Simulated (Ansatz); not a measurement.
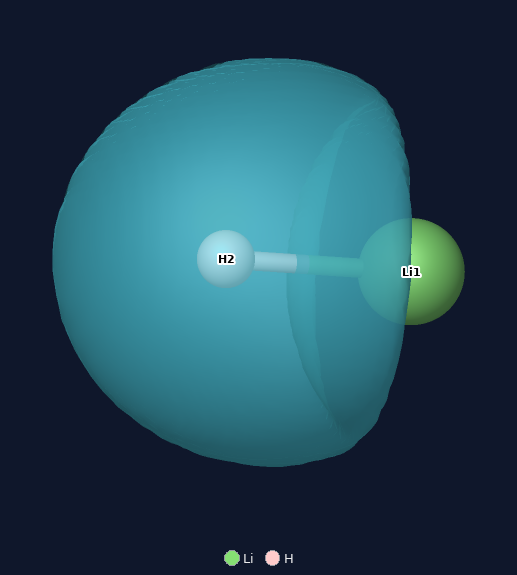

Figure 1: LiH (SMILES [LiH]). Isosurface of the ELF at 0.9 (cyan), seen from one side. Core shells and regions of very low density are left out.

Geometry: measured bond length.

All numbers below come from Ansatz, isolated molecule in a Gaussian basis; Kohn-Sham density functional theory, functional PBE0-DH.

### Where are the electrons localised?

The ELF exceeds this value in one region around a hydrogen nucleus.

Values along the shortest contacts:
Li–H (1.60 Å): the ELF climbs to about 1 towards the hydrogen.
